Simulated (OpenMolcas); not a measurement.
**Multiconfigurational calculation: F⁺ (part 2 of 2)**

Continued. System: F⁺. Method: state-averaged CASSCF, active space 6 electrons in the shells 2s 2p, basis ANO-R1, X2C scalar Hamiltonian, spin-orbit coupling by RASSI with atomic mean-field integrals (OpenMolcas).

## Log (extracts), continued
```
--- RASSCF ---
Wave function specifications:
      -----------------------------

      Number of closed shell electrons           2
      Number of electrons in active shells       6
      Max number of holes in RAS1 space          0
      Max nr of electrons in RAS3 space          0
      Number of inactive orbitals                1
      Number of active orbitals                  4
      Number of secondary orbitals               9
      Spin quantum number                      0.0
      State symmetry                             2
Orbital specifications:
      -----------------------

      Symmetry species                           1   2
                                                ag  au
      Frozen orbitals                            0   0
      Inactive orbitals                          1   0
      Active orbitals                            1   3
      RAS1 orbitals                              0   0
      RAS2 orbitals                              1   3
      RAS3 orbitals                              0   0
      Secondary orbitals                         6   3
      Deleted orbitals                           0   0
      Number of basis functions                  8   6
      Number of CSFs                             3
      Number of root(s) required                 3
      Iter CI   SX   CI       RASSCF       Energy    max ROT     max BLB   max BLB  Level Ln srch  Step   QN
          iter iter root      energy       change     param      element    value   shift minimum  type update
 Nr of preliminary CI iterations:   1
        1   1    3    0   -97.73362967    0.00E+00   1.96E-02    1   2 1 -9.81E-02*  0.00   0.00    SX    NO
        2   1    4    0   -97.73512593   -1.50E-03* -3.33E-03    3   6 2  1.11E-02*  0.00   0.00    SX    NO
        3   1    4    0   -97.73520546   -7.95E-05*  9.32E-04    3   6 2 -3.09E-03*  0.00   0.00    SX    NO
        4   1    3    0   -97.73521228   -6.82E-06* -2.88E-04    3   6 2  9.55E-04*  0.00   0.00    SX    NO
        5   1    3    0   -97.73521289   -6.15E-07*  6.60E-05    3   6 2 -2.85E-04*  0.00   0.77    QN   YES
        6   1    2    0   -97.73521295   -6.12E-08* -5.47E-07    2   3 1 -9.64E-07   0.00   1.00    QN   YES
        7   1    2    0   -97.73521295   -6.11E-13  -6.35E-08    2   3 1 -9.90E-08   0.00   1.11    QN   YES
      Convergence after  7 iterations
        8   1    2    0   -97.73521295    1.42E-14  -6.35E-08    1   2 1  3.92E-10   0.00   1.11    QN   YES
      Natural orbitals and occupation numbers for root  1
      sym 1:   1.000000
      sym 2:   2.000000   2.000000   1.000000
      Natural orbitals and occupation numbers for root  2
      sym 1:   1.000000
      sym 2:   1.000000   2.000000   2.000000
      Natural orbitals and occupation numbers for root  3
      sym 1:   1.000000
      sym 2:   2.000000   1.000000   2.000000
::    RASSCF root number  1 Total energy:    -97.73521295
::    RASSCF root number  2 Total energy:    -97.73521295
::    RASSCF root number  3 Total energy:    -97.73521295
--- RASSI ---
SPIN-FREE ENERGIES:
  (Shifted by EMIN (a.u.) =        -98.9170210685)

 SF State       Relative EMIN(au)   Rel lowest level(eV)    D:o, cm**(-1)      L_eff

     1             0.0000000000        0.0000000000              0.0000         1.0
     2             0.0000000000        0.0000000000              0.0000         1.0
     3             0.0000000000        0.0000000000              0.0000         1.0
     4             0.1028703598        2.7992450948          22577.4343         2.0
     5             0.1028703598        2.7992450948          22577.4343         2.0
     6             0.1028703598        2.7992450948          22577.4343         2.0
     7             0.1028703598        2.7992450948          22577.4343         2.0
     8             0.1028703598        2.7992450948          22577.4343         2.0
     9             0.1924458205        5.2367175542          42236.9755         0.0
    10             0.8023700348       21.8336009299         176099.8676         1.0
    11             0.8023700348       21.8336009299         176099.8676         1.0
    12             0.8023700348       21.8336009299         176099.8676         1.0
    13             1.1818081156       32.1586371012         259376.9005         1.0
    14             1.1818081156       32.1586371012         259376.9005         1.0
    15             1.1818081156       32.1586371012         259376.9005         1.0
     Dipole printing threshold changed to   1.00000000E+00

++ Dipole transition strengths (spin-free states):
   -----------------------------------------------
     for osc. strength at least  1.00000000E+00

  ( Max oscillator strength is only   0.16314336647783639      )
--
Eigenvalues of complex Hamiltonian:
   -----------------------------------
  (Shifted by EMIN (a.u.) =        -98.9170210685)

 SO State       Relative EMIN(au)   Rel lowest level(eV)    D:o, cm**(-1)     J-value

     1            -0.0007388734        0.0000000000              0.0000         1.0
     2            -0.0007388734        0.0000000000              0.0000         1.3
     3            -0.0007388734        0.0000000000              0.0000         1.9
     4            -0.0007388734        0.0000000000              0.0000         1.7
     5            -0.0007388734        0.0000000000              0.0000         1.8
     6             0.0007287797        0.0399368763            322.1126         0.6
     7             0.0007287797        0.0399368763            322.1126         1.0
     8             0.0007287797        0.0399368763            322.1126         0.6
     9             0.0014364393        0.0591932736            477.4259        -0.0
    10             0.1028804535        2.8196255284          22741.8136         1.7
    11             0.1028804535        2.8196255284          22741.8136         1.7
    12             0.1028804535        2.8196255284          22741.8136         1.4
    13             0.1028804535        2.8196255284          22741.8136         1.5
    14             0.1028804535        2.8196255284          22741.8136         1.4
    15             0.1924669407        5.2573980332          42403.7748         0.0
    16             0.8016573171       21.8343126617         176105.6081         1.8
    17             0.8016573171       21.8343126617         176105.6081         1.1
    18             0.8016573171       21.8343126617         176105.6081         1.1
    19             0.8016573171       21.8343126617         176105.6081         1.8
    20             0.8016573171       21.8343126617         176105.6081         1.8
    21             0.8030801049       21.8730286907         176417.8739         0.6
    22             0.8030801049       21.8730286907         176417.8739         1.0
    23             0.8030801049       21.8730286907         176417.8739         0.7
    24             0.8037954703       21.8924947762         176574.8785         0.0
    25             1.1818107633       32.1788149185         259539.6456         0.7
    26             1.1818107633       32.1788149185         259539.6456         0.6
    27             1.1818107633       32.1788149185         259539.6456         1.0
Weights of the five most important spin-orbit-free states for each spin-orbit state.

 SO State  Total energy (au)           Spin-free states, spin, and weights
 -------------------------------------------------------------------------------------------------------
    1        -0.000739       3 1.0  0.5166    1 1.0  0.4820    2 1.0  0.0013    6 0.0  0.0001    7 0.0  0.0000
    2        -0.000739       1 1.0  0.4428    3 1.0  0.4001    2 1.0  0.1570    4 0.0  0.0000    6 0.0  0.0000
    3        -0.000739       2 1.0  0.5964    1 1.0  0.2928    3 1.0  0.1108    8 0.0  0.0001    7 0.0  0.0000
    4        -0.000739       1 1.0  0.4453    2 1.0  0.4119    3 1.0  0.1428    7 0.0  0.0000    8 0.0  0.0000
    5        -0.000739       2 1.0  0.5000    3 1.0  0.4963    1 1.0  0.0037    5 0.0  0.0001    4 0.0  0.0000
    6         0.000729       2 1.0  0.5000    3 1.0  0.5000    1 1.0  0.0000    6 0.0  0.0000    4 0.0  0.0000
    7         0.000729       3 1.0  0.5000    1 1.0  0.5000    2 1.0  0.0000    4 0.0  0.0000    6 0.0  0.0000
    8         0.000729       2 1.0  0.5000    1 1.0  0.5000    3 1.0  0.0000    5 0.0  0.0000    4 0.0  0.0000
    9         0.001436       2 1.0  0.3333    1 1.0  0.3333    3 1.0  0.3333    9 0.0  0.0001    8 0.0  0.0000
   10         0.102880       8 0.0  0.9999    2 1.0  0.0000    1 1.0  0.0000    3 1.0  0.0000    6 0.0  0.0000
   11         0.102880       7 0.0  0.9999    1 1.0  0.0001    2 1.0  0.0000    3 1.0  0.0000    8 0.0  0.0000
   12         0.102880       6 0.0  0.9999    3 1.0  0.0001    2 1.0  0.0000    1 1.0  0.0000    8 0.0  0.0000
```

## Spin-orbit levels, grouped by J and assigned

| Configuration | Level | E (eV) | LS purity (%) | Landé g |
| --- | --- | --- | --- | --- |
| 2s² 2p⁴ | ³P₂ | 0 | 100 | 1.501 |
| 2s² 2p⁴ | ³P₁ | 0.03994 | 100 | 1.501 |
| 2s² 2p⁴ | ³P₀ | 0.05919 | 100 | – |
| 2s² 2p⁴ | ¹D₂ | 2.820 | 100 | 1.000 |
| 2s² 2p⁴ | ¹S₀ | 5.257 | 100 | – |
| 2s 2p⁵ | ³P°₂ | 21.83 | 100 | 1.501 |
| 2s 2p⁵ | ³P°₁ | 21.87 | 100 | 1.501 |
| 2s 2p⁵ | ³P°₀ | 21.89 | 100 | – |
| 2s 2p⁵ | ¹P°₁ | 32.18 | 100 | 1.000 |

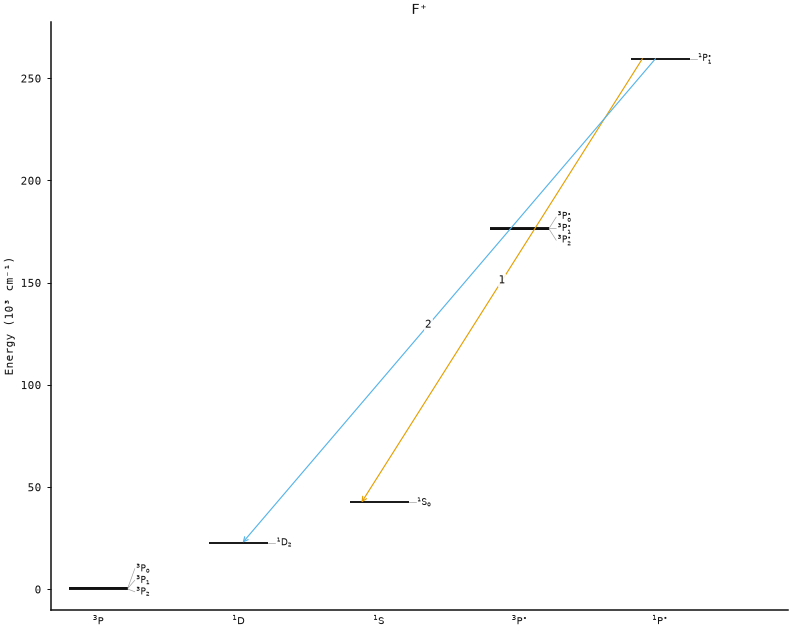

Levels of F⁺ with 2 numbered transitions. Rates are at computed energies.

```
No.        Upper        Lower  Type  λ (vacuum)   A (s⁻¹)
  1  2s 2p⁵ ¹P°₁  2s² 2p⁴ ¹S₀    E1     46.1 nm   1.8×10⁹
  2  2s 2p⁵ ¹P°₁  2s² 2p⁴ ¹D₂    E1     42.2 nm  2.7×10¹⁰
```

Line 2 has the largest rate; it falls in the extreme ultraviolet region.

## Results in brief

- outcome: converged
- lowest level: 2s² 2p⁴ ³P₂
- first excited level: 2s² 2p⁴ ³P₁, 322 cm⁻¹ (measured: 341)
- energy of the lowest spin-free term: −98.91702 hartree
- energy of the lowest spin-orbit level: −98.91776 hartree
- largest spread among components of a term: 0.0 cm⁻¹
- wall time: 7.1 s

## Notes

Without dynamic correlation the gaps between configurations can be off by an electronvolt or more. Limits: only configurations of the active space are included.
